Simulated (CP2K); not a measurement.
**BSiH4O2F (SMILES O[SiH2]B(O)F) at PBE/DZVP-MOLOPT-SR-GTH (core potential)**

What is the energy change on altering one bond length of BSiH4O2F at PBE/DZVP-MOLOPT-SR-GTH (core potential)? 

The results are computed with CP2K 2026.2.

1 further run of the same task is left out (set aside as unsound or not needed).

### 1 Starting point

BSiH4O2F has 9 atoms, charge 0, and is taken as a singlet. SMILES: `O[SiH2]B(O)F`. The shape is that of a PBE0-D4/def2-TZVP optimisation. This is one conformer, not always the lowest.

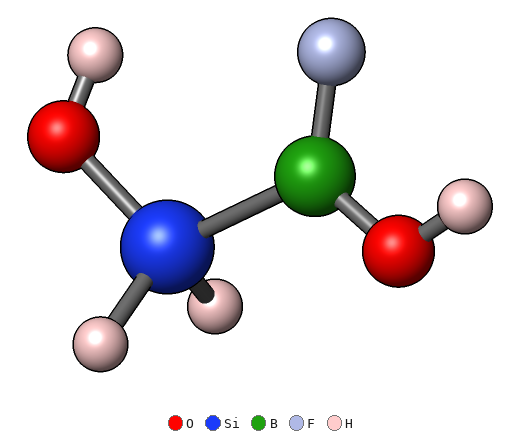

Viewed from a chosen angle; oxygen red, silicon blue, boron green, fluorine light blue, hydrogen pink.

### 2 A single-point energy at PBE/DZVP-MOLOPT-SR-GTH (core potential)

Contents of run.inp:

```
&GLOBAL
  PROJECT run
  RUN_TYPE ENERGY
  PRINT_LEVEL MEDIUM
&END GLOBAL

&FORCE_EVAL
  METHOD QUICKSTEP
  &DFT
    BASIS_SET_FILE_NAME BASIS_MOLOPT
    POTENTIAL_FILE_NAME GTH_POTENTIALS
    ! Quickstep
    &QS
      METHOD GPW
      EPS_DEFAULT 1.0E-10
    &END QS
    ! plane-wave cutoff in Ry
    &MGRID
      CUTOFF 400
      REL_CUTOFF 50
      NGRIDS 4
    &END MGRID
    ! no periodic images
    &POISSON
      PERIODIC NONE
      POISSON_SOLVER MULTIPOLE
    &END POISSON
    &SCF
      SCF_GUESS ATOMIC
      EPS_SCF 1.0E-06
      MAX_SCF 30
      &OT
        MINIMIZER CG
        PRECONDITIONER FULL_ALL
      &END OT
      &OUTER_SCF
        EPS_SCF 1.0E-06
        MAX_SCF 8
      &END OUTER_SCF
    &END SCF
    &XC
      &XC_FUNCTIONAL PBE
      &END XC_FUNCTIONAL
    &END XC
    ! extra output
    &PRINT
      &MOMENTS
        PERIODIC F
        REFERENCE COM
        MAX_MOMENT 1
      &END MOMENTS
      &MO_CUBES
        NLUMO 1
        NHOMO -1
        WRITE_CUBE F
      &END MO_CUBES
      &HIRSHFELD OFF
      &END HIRSHFELD
    &END PRINT
  &END DFT
  &SUBSYS
    &CELL
      ABC 10.8 10 11.4
      PERIODIC NONE
    &END CELL
    &COORD
      UNIT bohr
      O      2.1779094     1.2285110     3.2182036
      Si     1.5828346    -0.8311015     0.9452410
      B     -1.3256429     0.3666069    -1.2678173
      O     -1.8292549    -0.7211195    -3.5130009
      F     -2.8128573     2.2618132    -0.4731874
      H      0.7577802     2.0751083     3.9550078
      H      3.9557637    -1.0956632    -0.5255328
      H      0.9322019    -3.3667361     1.9961177
      H     -3.2716828    -0.0049133    -4.3673460
    &END COORD
    &TOPOLOGY
      &CENTER_COORDINATES
      &END CENTER_COORDINATES
    &END TOPOLOGY
    &KIND O
      BASIS_SET DZVP-MOLOPT-SR-GTH-q6
      POTENTIAL GTH-PBE-q6
    &END KIND
    &KIND Si
      BASIS_SET DZVP-MOLOPT-SR-GTH-q4
      POTENTIAL GTH-PBE-q4
    &END KIND
    &KIND B
      BASIS_SET DZVP-MOLOPT-SR-GTH-q3
      POTENTIAL GTH-PBE-q3
    &END KIND
    &KIND F
      BASIS_SET DZVP-MOLOPT-SR-GTH-q7
      POTENTIAL GTH-PBE-q7
    &END KIND
    &KIND H
      BASIS_SET DZVP-MOLOPT-SR-GTH-q1
      POTENTIAL GTH-PBE-q1
    &END KIND
  &END SUBSYS
&END FORCE_EVAL
```

Command:

```bash
OMP_NUM_THREADS=1 cp2k.psmp -i run.inp -o run.out
```

Output:

```text
CP2K| version string:                                       CP2K version 2026.2
[...]
 GLOBAL| Method name                                                        CP2K
[...]
 GLOBAL| Run type                                                         ENERGY
[...]
 DFT| Spin restricted Kohn-Sham (RKS) calculation                            RKS
 DFT| Multiplicity                                                             1
[...]
 DFT| Charge                                                                   0
[...]
 FUNCTIONAL| PBE:
 QS| Method:                                                                 GPW
[...]
 QS| Density cutoff [a.u.]:                                                200.0
[...]
 QS| Relative density cutoff [a.u.]:                                        25.0
[...]
                             - Atoms:                                          9
[...]
                             - Spherical basis functions:                     85
[...]
 Number of electrons:                                                         30
[...]
     1 OT CG       0.15E+00    1.9     0.17895589       -63.0302503370 -6.30E+01
[...]
    22 OT CG       0.84E-01    2.0     0.00000093       -65.5296645652 -1.55E-10
  *** SCF run converged in    22 steps ***
[...]
  Overlap energy of the core charge distribution:               0.00000177276784
  Self energy of the core charge distribution:               -169.32417412767421
  Core Hamiltonian energy:                                     48.32814511069093
  Hartree energy:                                              70.91047147577815
  Exchange-correlation energy:                                -15.44410879673305
  Total energy:                                               -65.52966456517035
[...]
                     Mulliken Population Analysis
 #  Atom  Element  Kind  Atomic population                           Net charge
       1     O        1          6.388993                             -0.388993
       2     Si       2          3.897394                              0.102606
       3     B        3          2.736590                              0.263410
       4     O        1          6.184735                             -0.184735
       5     F        4          7.205805                             -0.205805
       6     H        5          0.852243                              0.147757
       7     H        5          0.942739                              0.057261
       8     H        5          0.946137                              0.053863
       9     H        5          0.845365                              0.154635
 # Total charge                             30.000000                  0.000000
[...]
  Dipole moment [Debye]
    X= -0.2012694E+01 Y=  0.2961327E+00 Z= -0.8489334E+00  Total=      2.2043865
[...]
 HOMO - LUMO gap [eV] :    5.377752
 ENERGY| Total FORCE_EVAL ( QS ) energy [hartree]            -65.529664565170350
[...]
```

It took 69 s on 1 thread of Arm Neoverse V1, shared host; peak memory 0.96 GiB.

### 3 The distorted shape

Contents of job.inp:

```
&FORCE_EVAL
 METHOD QUICKSTEP
 &DFT
  BASIS_SET_FILE_NAME BASIS_MOLOPT
  POTENTIAL_FILE_NAME GTH_POTENTIALS
  CHARGE 0
  MULTIPLICITY 1
  ! Quickstep
  &QS
   METHOD GPW
   EPS_DEFAULT 1.0E-10
  &END QS
  ! real-space grids
  &MGRID
   CUTOFF 400
   REL_CUTOFF 50
   NGRIDS 4
  &END MGRID
  ! cluster boundary conditions
  &POISSON
   PERIODIC NONE
   POISSON_SOLVER MULTIPOLE
  &END POISSON
  &SCF
   SCF_GUESS ATOMIC
   EPS_SCF 1.0E-06
   MAX_SCF 80
   ADDED_MOS 5
   &DIAGONALIZATION
    ALGORITHM STANDARD
   &END DIAGONALIZATION
   &MIXING
    METHOD BROYDEN_MIXING
    ALPHA 0.3
    NBUFFER 8
   &END MIXING
  &END SCF
  ! functional
  &XC
   &XC_FUNCTIONAL PBE
   &END XC_FUNCTIONAL
  &END XC
  ! extra output
  &PRINT
   &MOMENTS
    PERIODIC F
    REFERENCE COM
    MAX_MOMENT 1
   &END MOMENTS
   &MO ON
    ENERGIES T
    OCCUPATION_NUMBERS T
    NDIGITS 6
    &EACH
     QS_SCF 0
    &END EACH
    ADD_LAST NUMERIC
   &END MO
   &HIRSHFELD OFF
   &END HIRSHFELD
  &END PRINT
 &END DFT
 &SUBSYS
  &CELL
   ABC [angstrom] 11.6 10.3 12
   PERIODIC NONE
  &END CELL
  &COORD
   O      7.156280     5.933998     8.104878
   Si     6.841380     4.844098     6.902078
   B      4.532720     5.794802     5.145422
   O      4.266220     5.219202     3.957322
   F      3.745720     6.797702     5.565922
   H      6.404780     6.381998     8.494778
   H      8.097080     4.704098     6.123778
   H      6.497080     3.502298     7.458178
   H      3.502920     5.598202     3.505222
  &END COORD
  &KIND O
   BASIS_SET DZVP-MOLOPT-SR-GTH-q6
   POTENTIAL GTH-PBE-q6
  &END KIND
  &KIND Si
   BASIS_SET DZVP-MOLOPT-SR-GTH-q4
   POTENTIAL GTH-PBE-q4
  &END KIND
  &KIND B
   BASIS_SET DZVP-MOLOPT-SR-GTH-q3
   POTENTIAL GTH-PBE-q3
  &END KIND
  &KIND F
   BASIS_SET DZVP-MOLOPT-SR-GTH-q7
   POTENTIAL GTH-PBE-q7
  &END KIND
  &KIND H
   BASIS_SET DZVP-MOLOPT-SR-GTH-q1
   POTENTIAL GTH-PBE-q1
  &END KIND
 &END SUBSYS
&END FORCE_EVAL
&GLOBAL
 PROJECT_NAME job
 RUN_TYPE ENERGY
 PRINT_LEVEL MEDIUM
&END GLOBAL
```

Command:

```bash
OMP_NUM_THREADS=1 cp2k.psmp job.inp > job.out
```

Output (excerpt; [...] marks lines left out):

```text
CP2K| version string:                                       CP2K version 2026.2
[...]
 GLOBAL| Method name                                                        CP2K
[...]
 GLOBAL| Run type                                                         ENERGY
[...]
 DFT| Spin restricted Kohn-Sham (RKS) calculation                            RKS
 DFT| Multiplicity                                                             1
[...]
 DFT| Charge                                                                   0
[...]
 FUNCTIONAL| PBE:
 QS| Method:                                                                 GPW
[...]
 QS| Density cutoff [a.u.]:                                                200.0
[...]
 QS| Relative density cutoff [a.u.]:                                        25.0
[...]
                             - Atoms:                                          9
[...]
                             - Spherical basis functions:                     85
[...]
 Number of electrons:                                                         30
[...]
     1 NoMix/Diag. 0.30E+00    1.9     1.09503117       -64.8200889741 -6.48E+01
[...]
    20 Broy./Diag. 0.30E+00    2.4     0.00000084       -65.4492146623 -4.39E-06
  *** SCF run converged in    20 steps ***
[...]
  Overlap energy of the core charge distribution:               0.00000177200224
  Self energy of the core charge distribution:               -169.32417412767421
  Core Hamiltonian energy:                                     48.03586763803576
  Hartree energy:                                              71.15180442156139
  Exchange-correlation energy:                                -15.31271436620539
  Total energy:                                               -65.44921466228020
[...]
                     Mulliken Population Analysis
 #  Atom  Element  Kind  Atomic population                           Net charge
       1     O        1          6.358792                             -0.358792
       2     Si       2          3.849486                              0.150514
       3     B        3          2.877179                              0.122821
       4     O        1          6.160646                             -0.160646
[...]
  Dipole moment [Debye]
    X= -0.1674825E+01 Y=  0.2397434E+00 Z= -0.4552532E+00  Total=      1.7520761
 ENERGY| Total FORCE_EVAL ( QS ) energy [hartree]            -65.449214662280198
[...]
```

Wall time 49 s (1 thread of Arm Neoverse V1, shared host); peak memory 1.9 GiB.

### 4 Results

At PBE/DZVP-MOLOPT-SR-GTH (core potential):

| quantity | value |
| --- | --- |
| first shape: total energy | -65.52966 Eh |
| first shape: dipole moment | 2.20 D |
| first shape: HOMO energy | -6.79 eV |
| first shape: LUMO energy | -1.41 eV |
| first shape: HOMO–LUMO gap | 5.38 eV |
| distorted shape: total energy | -65.44921 Eh |
| distorted shape: dipole moment | 1.75 D |
| distorted shape: HOMO energy | -5.53 eV |
| distorted shape: LUMO energy | -2.11 eV |
| distorted shape: HOMO–LUMO gap | 3.41 eV |
| energy change with the Si2–B3 bond stretched from 2.035 to 3.053 Å | 2.189 eV |

In words: With the Si2–B3 bond stretched from 2.035 to 3.053 Å the energy rises by 2.19 eV (211 kJ/mol). The first shape isn't relaxed at this level, so the change isn't measured from a minimum.
